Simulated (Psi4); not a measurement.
# C2F3N (trifluoromethylisocyanide): TPSSh/def2-SVP

What is the vertical ionisation energy of C2F3N (trifluoromethylisocyanide) at TPSSh/def2-SVP? 

Program for the calculation: Psi4 1.11.

**1. The molecule**

C2F3N: 6 atoms, total charge 0, spin state singlet. As SMILES, `[C-]#[N+]C(F)(F)F`. The coordinates come from a PBE0-D4/def2-TZVP relaxation.

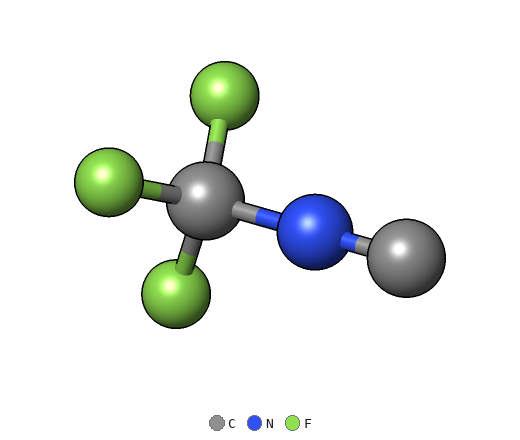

The structure, seen from a chosen angle (carbon grey, nitrogen blue, fluorine green).

**2. A single-point energy at TPSSh/def2-SVP**

File c2f3n.inp:

```
memory 2200 mb

molecule geom {
  0 1
  C      0.847870    -1.738560     0.906050
  N      0.383970    -0.786810     0.410270
  C     -0.172600     0.353950    -0.184440
  F     -1.291150     0.037040    -0.816420
  F      0.677790     0.873500    -1.054990
  F     -0.445880     1.260880     0.739530
  symmetry c1
  no_reorient
  no_com
}

set basis def2-SVP
set puream true
set e_convergence 1e-09
set d_convergence 1e-08
set scf_type pk
set dft_radial_points 99
set dft_spherical_points 590

E, wfn = energy("tpssh", return_wfn=True)
oeprop(wfn, "WIBERG_LOWDIN_INDICES", "MULLIKEN_CHARGES", "DIPOLE")
```

Started as:

```console
$ psi4 -i c2f3n.inp -o c2f3n.out -n 1
```

c2f3n.out:

```text
[...]
  Running in c1 symmetry.
[...]
  Nuclear repulsion =  237.787180612646182
[...]
  Multiplicity = 1
[...]
  Nalpha       = 23
  Nbeta        = 23
[...]
    Number of basis functions: 84
[...]
   @RKS iter   1:  -429.96189970705080   -1.35228e-01   7.14429e-03 ADIIS/DIIS
[...]
   @RKS iter  10:  -430.10089883952622   -3.06954e-12   9.00625e-09 DIIS
[...]
    Orbital Energies [Eh]
    ---------------------
    Doubly Occupied:
       1A    -24.676744     2A    -24.676678     3A    -24.676673
       4A    -14.337432     5A    -10.455958     6A    -10.212320
       7A     -1.325532     8A     -1.227559     9A     -1.227556
      10A     -0.974491    11A     -0.777319    12A     -0.662087
      13A     -0.618623    14A     -0.618622    15A     -0.483017
      16A     -0.483009    17A     -0.463205    18A     -0.452022
      19A     -0.452019    20A     -0.419954    21A     -0.391133
      22A     -0.391126    23A     -0.328068
[...]
  @RKS Final Energy:  -430.10089883952622
   => Energetics <=
    Nuclear Repulsion Energy =            237.7871806126461820
    One-Electron Energy =               -1064.7664832269042563
    Two-Electron Energy =                 441.2392386493835374
    DFT Exchange-Correlation Energy =     -44.3608348746516086
    Empirical Dispersion Energy =           0.0000000000000000
    VV10 Nonlocal Energy =                  0.0000000000000000
    Total Energy =                       -430.1008988395262236
[...]
 Multipole Moments:
 ------------------------------------------------------------------------------------
     Multipole            Electronic (a.u.)      Nuclear  (a.u.)        Total (a.u.)
 ------------------------------------------------------------------------------------
 L = 1.  Multiply by 2.5417464519 to convert [e a0] to [Debye]
 Dipole X            :          5.0899431           -5.2794224           -0.1894792
 Dipole Y            :        -10.4346067           10.8233119            0.3887052
 Dipole Z            :          5.4390599           -5.6415317           -0.2024718
 Magnitude           :                                                    0.4774819
[...]
  Mulliken Charges: (a.u.)
   Center  Symbol    Alpha    Beta     Spin     Total
       1     C     3.02747  3.02747  0.00000 -0.05495
       2     N     3.56758  3.56758  0.00000 -0.13517
       3     C     2.70049  2.70049  0.00000  0.59902
       4     F     4.56816  4.56816  0.00000 -0.13632
       5     F     4.56815  4.56815  0.00000 -0.13630
       6     F     4.56814  4.56814  0.00000 -0.13629
   Total alpha = 23.00000, Total beta = 23.00000, Total charge = -0.00000
  Wiberg Bond Indices using Orthogonal Lowdin Orbitals:
[...]
```

It took 30 s on 1 thread of Intel Xeon Platinum 8375C at 2.90GHz (Ice Lake), shared host; peak memory 1.2 GiB.

**3. The doublet cation: energy and gradient at UTPSSh/def2-SVP**

File input.json:

```json
{
 "schema_name": "qcschema_input",
 "schema_version": 1,
 "molecule": {
  "schema_name": "qcschema_molecule",
  "schema_version": 2,
  "symbols": ["C", "N", "C", "F", "F", "F"],
  "geometry": [1.60224209, -3.28540225, 1.71218636, 0.72559814, -1.48685541, 0.77529794, -0.32616673, 0.66886856, -0.34854109, -2.43991989, 0.06999546, -1.5428102, 1.28083747, 1.65067577, -1.99364216, -0.84259108, 2.38271788, 1.39750916],
  "molecular_charge": 1,
  "molecular_multiplicity": 2,
  "fix_symmetry": "c1"
 },
 "driver": "gradient",
 "model": {
  "method": "tpssh",
  "basis": "def2-SVP"
 },
 "keywords": {
  "reference": "uks",
  "puream": true,
  "e_convergence": 1e-09,
  "d_convergence": 1e-08,
  "scf_type": "pk",
  "dft_radial_points": 99,
  "dft_spherical_points": 590,
  "maxiter": 100,
  "scf_properties": ["LOWDIN_CHARGES", "MULLIKEN_CHARGES", "QUADRUPOLE"]
 }
}
```

Started as:

```console
$ psi4 --qcschema input.json -n 1 --memory 2200MB
```

stdout, shortened:

```text
[...]
  Running in c1 symmetry.
[...]
  Nuclear repulsion =  237.787180708941150
[...]
  Multiplicity = 2
[...]
  Nalpha       = 23
  Nbeta        = 22
[...]
    Number of basis functions: 84
[...]
   @UKS iter   1:  -429.50397608425851    3.22696e-01   7.24355e-03 DIIS/ADIIS
[...]
   @UKS iter  15:  -429.64563077277296   -2.27374e-12   3.70304e-09 DIIS
[...]
   @S^2 Observed:                7.895353942E-01
[...]
  @UKS Final Energy:  -429.64563077277296
   => Energetics <=
    Nuclear Repulsion Energy =            237.7871807089411504
    One-Electron Energy =               -1053.4064746224062219
    Two-Electron Energy =                 429.9902263960293567
    DFT Exchange-Correlation Energy =     -44.0165632553372319
    Empirical Dispersion Energy =           0.0000000000000000
    VV10 Nonlocal Energy =                  0.0000000000000000
    Total Energy =                       -429.6456307727729609
[...]
 Multipole Moments:
[...]
  Mulliken Charges: (a.u.)
   Center  Symbol    Alpha    Beta     Spin     Total
       1     C     3.33761  2.13365  1.20395  0.52874
       2     N     3.36241  3.59867 -0.23626  0.03892
       3     C     2.68488  2.66510  0.01978  0.65002
       4     F     4.53837  4.53421  0.00416 -0.07258
       5     F     4.53837  4.53419  0.00418 -0.07255
       6     F     4.53837  4.53418  0.00419 -0.07254
   Total alpha = 23.00000, Total beta = 22.00000, Total charge =  1.00000
  Lowdin Charges: (a.u.)
   Center  Symbol    Alpha    Beta     Spin     Total
[...]
  -Total Gradient:
     Atom            X                  Y                   Z
    ------   -----------------  -----------------  -----------------
       1        0.016857894905    -0.034600442209     0.018017825417
       2       -0.036484494221     0.074813516969    -0.038988433680
       3        0.040505027539    -0.083013864570     0.043288997098
       4       -0.009102984283     0.012701409951    -0.008438553313
       5       -0.004595054588     0.014606886679    -0.009010909832
       6       -0.007151009709     0.015496229477    -0.004900576048
[...]
```

The result, in JSON:

```text
{
 "driver": "gradient",
 "model": {
  "method": "tpssh",
  "basis": "def2-SVP"
 },
 "success": true,
 "return_result": [0.0168578949051309, -0.03460044220878067, 0.01801782541708724, -0.03648449422057504, 0.07481351696947242, -0.03898843368011293, 0.04050502753896454, -0.08301386456966636, 0.04328899709829167, -0.00910298428259776, 0.01270140995147849, -0.008438553313448255, -0.004595054587966274, 0.01460688667863938, -0.009010909831533742, -0.007151009708608949, 0.015496229477149959, -0.004900576048358862],
 "properties": {
  "calcinfo_nbasis": 84,
  "calcinfo_nmo": 84,
  "calcinfo_nalpha": 23,
  "calcinfo_nbeta": 22,
  "calcinfo_natom": 6,
  "nuclear_repulsion_energy": 237.78718070894115,
  "return_energy": -429.64563077277296,
  "return_gradient": [0.0168578949051309, -0.03460044220878067, 0.01801782541708724, -0.03648449422057504, 0.07481351696947242, -0.03898843368011293, 0.04050502753896454, -0.08301386456966636, 0.04328899709829167, -0.00910298428259776, 0.01270140995147849, -0.008438553313448255, -0.004595054587966274, 0.01460688667863938, -0.009010909831533742, -0.007151009708608949, 0.015496229477149959, -0.004900576048358862],
  "scf_one_electron_energy": -1053.4064746224062,
  "scf_two_electron_energy": 429.99022639602936,
  "scf_xc_energy": -44.01656325533723,
  "scf_dipole_moment": [1.1642916065611697, -2.387079694493253, 1.2441761736103176],
  "scf_total_energy": -429.64563077277296,
  "scf_total_gradient": [0.0168578949051309, -0.03460044220878067, 0.01801782541708724, -0.03648449422057504, 0.07481351696947242, -0.03898843368011293, 0.04050502753896454, -0.08301386456966636, 0.04328899709829167, -0.00910298428259776, 0.01270140995147849, -0.008438553313448255, -0.004595054587966274, 0.01460688667863938, -0.009010909831533742, -0.007151009708608949, 0.015496229477149959, -0.004900576048358862],
  "scf_iterations": 15
 }
}
```

Run time: 83 s. Hardware: 1 thread of Intel Xeon Platinum 8375C at 2.90GHz (Ice Lake), shared host; peak memory 1.2 GiB.

**4. What came out**

Level: TPSSh/def2-SVP.

| quantity | value |
| --- | --- |
| singlet C2F3N: total energy | -430.10090 Eh |
| singlet C2F3N: dipole moment | 1.21 D |
| singlet C2F3N: HOMO energy | -8.93 eV |
| singlet C2F3N: LUMO energy | -1.18 eV |
| singlet C2F3N: HOMO–LUMO gap | 7.75 eV |
| doublet cation: total energy | -429.64563 Eh |
| doublet cation: HOMO energy (highest over α and β) | -16.80 eV |
| doublet cation: LUMO energy (lowest over α and β) | -15.59 eV |
| doublet cation: ⟨S²⟩ | 0.790 |
| doublet cation: largest force on an atom | 5.246 eV/Å |
| vertical ionisation energy (to the doublet cation) | 12.388 eV |

Removing an electron at fixed nuclei costs 12.39 eV (286 kcal/mol). The negative HOMO energy of the first species, 8.93 eV, lies 3.46 eV below that difference. Mulliken charges (doublet cation) run from -0.07 on F4 to +0.65 on C3.
